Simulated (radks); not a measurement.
**Run report: Eu (charge +3.75), atomic calculation**

- system: Eu with charge +3.75 in the configuration [Kr] 4d10 4f6 5s1.25 5p6 (4f: 3 up, 3 down, 5s: 1 up, 0.25 down).
- method: scalar-relativistic Kohn-Sham, LDA (Slater exchange, Perdew-Wang correlation), spin-polarised, spherical densities, finite nucleus (the in-house radial solver radks)

Key numbers:

```tsv
quantity	value
outcome	converged
total energy	−10832.1976 hartree
kinetic energy	11600.6171 hartree
electron–nucleus energy	−26314.4939 hartree
Hartree energy	4114.8056 hartree
exchange–correlation energy	−233.126332 hartree
radius at density 0.001 e/bohr³	3.18 bohr
SCF iterations	15
hardware	1 thread of Arm Neoverse N1, 77 GiB of memory available, shared host
```

Input:
```
Z 63
configuration [Kr] 4d10 4f3 4f3 5p6 5s1 5s0.25
relativity scalar-relativistic
functional lda,pw
spin polarised
nucleus finite rms 5.1115 fm
c 137.035999084
```

Energies in input and log are in hartree, lengths in bohr (the nuclear radius in fm).

The run was one of a batch that the task file lists, launched with:
```bash
python <driver script> task.json out
```

Log:
```
1s      1   1.0000       -1777.22148650
2s      1   1.0000        -293.25829119
2p      1   3.0000        -261.60893413
3s      1   1.0000         -65.80110949
3p      1   3.0000         -55.94782980
3d      1   5.0000         -42.73281501
4s      1   1.0000         -14.34802225
4p      1   3.0000         -11.09944289
4d      1   5.0000          -6.56823928
4f      1   3.0000          -1.67290940
5p      1   3.0000          -2.28056186
5s      1   1.0000          -3.11026519
1s      2   1.0000       -1777.21795954
2s      2   1.0000        -293.25617810
2p      2   3.0000        -261.60683027
3s      2   1.0000         -65.79864998
3p      2   3.0000         -55.94533873
3d      2   5.0000         -42.73043899
4s      2   1.0000         -14.34334371
4p      2   3.0000         -11.09412161
4d      2   5.0000          -6.56118124
4f      2   3.0000          -1.66082890
5p      2   3.0000          -2.25928348
5s      2   0.2500          -3.08671072
Etot -10832.197593987634
Ekin 11600.617067463227
Encl -26314.493886334683
Eh 4114.8055568953005
Exc -233.1263320114781
err 2.6242184915958973e-09
it 15
```

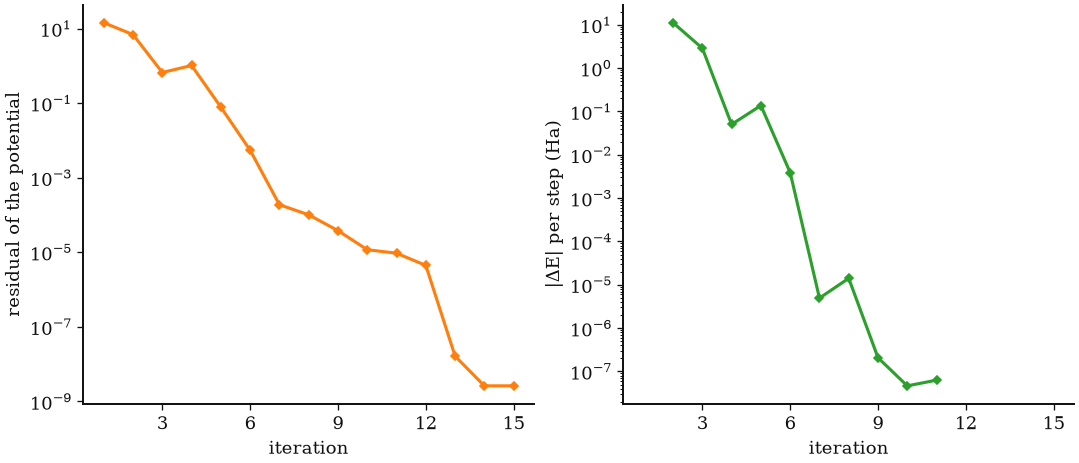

*Convergence: residual of the potential and change of the energy from step to step (the smallest changes aren't drawn) against the iteration.*

The residual falls almost steadily, with no more than small rises or pauses. It goes from 14 to 2.6×10⁻⁹ in 15 steps.

Orbitals:

| orbital | occupation | energy (eV) | ⟨r⟩ (bohr) | outer maximum (bohr) |
| --- | --- | --- | --- | --- |
| 1s up | 1 | −48360.7 | 0.02234 | 0.0142 |
| 1s down | 1 | −48360.6 | 0.02234 | 0.0142 |
| 2s up | 1 | −7980.0 | 0.09519 | 0.0806 |
| 2s down | 1 | −7979.9 | 0.09519 | 0.0806 |
| 2p up | 3 | −7118.7 | 0.08392 | 0.0651 |
| 2p down | 3 | −7118.7 | 0.08392 | 0.0651 |
| 3s up | 1 | −1790.5 | 0.2499 | 0.229 |
| 3s down | 1 | −1790.5 | 0.2499 | 0.229 |
| 3p up | 3 | −1522.4 | 0.2482 | 0.225 |
| 3p down | 3 | −1522.4 | 0.2482 | 0.225 |
| 3d up | 5 | −1162.8 | 0.2261 | 0.184 |
| 3d down | 5 | −1162.8 | 0.2261 | 0.184 |
| 4s up | 1 | −390.430 | 0.5658 | 0.527 |
| 4s down | 1 | −390.302 | 0.5657 | 0.527 |
| 4p up | 3 | −302.031 | 0.5987 | 0.550 |
| 4p down | 3 | −301.886 | 0.5985 | 0.550 |
| 4d up | 5 | −178.731 | 0.6517 | 0.572 |
| 4d down | 5 | −178.539 | 0.6512 | 0.572 |
| 5s up | 1 | −84.635 | 1.331 | 1.21 |
| 5s down | 0.25 | −83.994 | 1.333 | 1.21 |
| 5p up | 3 | −62.057 | 1.518 | 1.36 |
| 5p down | 3 | −61.478 | 1.523 | 1.36 |
| 4f up | 3 | −45.522 | 0.8578 | 0.584 |
| 4f down | 3 | −45.193 | 0.8554 | 0.583 |

Slater integrals of the outer shells (hartree):

```
 integral   value
F0(4f,4f)  1.0796
F2(4f,4f)  0.5099
F4(4f,4f)  0.3192
F6(4f,4f)  0.2294
F0(4f,5p)  0.7049
F2(4f,5p)  0.2515
G2(4f,5p)  0.1324
G4(4f,5p)  0.1029
F0(4f,5s)  0.7800
G3(4f,5s)  0.1517
F0(5p,5p)  0.5923
F2(5p,5p)  0.3212
F0(5p,5s)  0.6286
G1(5p,5s)  0.4235
F0(5s,5s)  0.6750
```

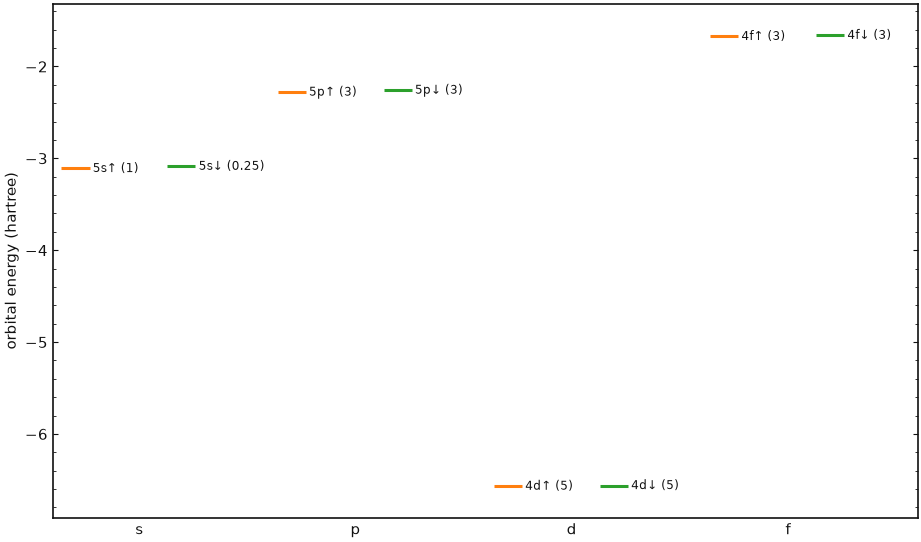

*The outer levels are drawn by angular momentum (occupations in brackets, up spins at the left of each column and down spins at the right).*

The highest occupied level is 4f down at −1.66 hartree. The highest 4 occupied levels, from the top down, are 4f down (−1.66 hartree), 4f up (−1.67 hartree), 5p down (−2.26 hartree), 5p up (−2.28 hartree). The largest exchange splitting (down less up) among the shells drawn in both spins is that of 5s, 0.0236 hartree. The open 5s shell lies under a filled one.

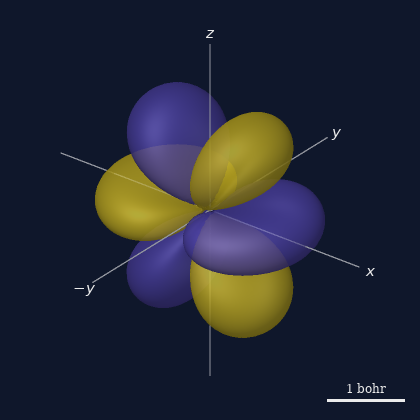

*One occupied orbital of up spin is shown. The surface of constant |ψ| that holds about 90 % of the electron is drawn, yellow where ψ is positive and blue where it is negative. The radial function comes from the spherical calculation and is multiplied by a real spherical harmonic; the overall sign is chosen so that the largest lobe of P(r) is positive; at the scalar-relativistic level it is the large component.*

It is 4f(xz²) of up spin. It has the nodal plane yz and two cones about z and no radial node. The maximum of P² lies at 0.584 bohr, ⟨r⟩ = 0.858 bohr, 90 % of the charge lies within 1.45 bohr, and the eigenvalue is −45.5 eV, with 3 electrons in the shell for this spin.

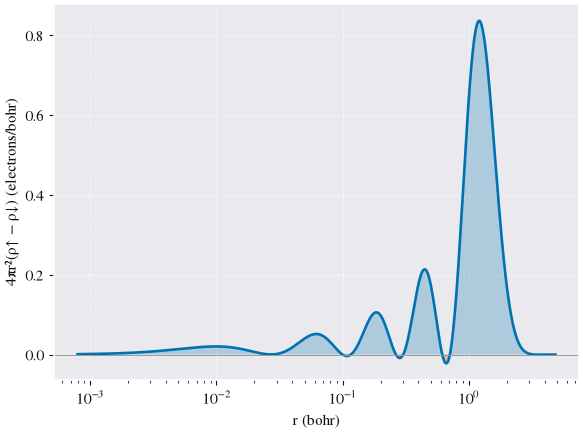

*The radial spin density.*

The curve integrates to 0.75 unpaired electrons, held by 5s (+0.75). Its largest value, 0.837 electrons/bohr, lies near r = 1.2 bohr. Regions of the opposite sign are negligible.
